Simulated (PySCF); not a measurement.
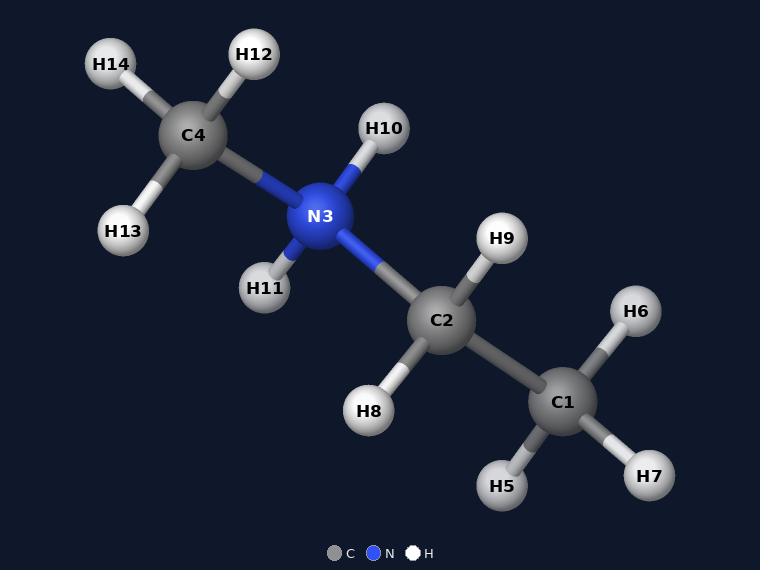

The species has charge +1 and is a spin singlet. The geometry was computed by an optimisation with PBE0-D3(BJ)/def2-SVP. No frequency run is at hand to confirm it as a minimum. Properties computed with B3LYP/6-31G* indirect spin-spin coupling, non-relativistic, gas phase (PySCF 2.14.0). Isotopes: 13C, 1H, 15N.

Give the spin–spin coupling constants of these pairs, with the number of bonds between them: C2/N3, N3/H10, N3/C4, N3/H11, N3/H5, N3/H6, N3/H7.

| pair | bonds apart | J (Hz) |
| --- | --- | --- |
| C2, N3 | 1 | −7.6 |
| N3, H10 | 1 | −75.6 |
| N3, C4 | 1 | −9.5 |
| N3, H11 | 1 | −75.6 |
| N3, H5 | 3 | −1.4 |
| N3, H6 | 3 | −1.5 |
| N3, H7 | 3 | −8.8 |
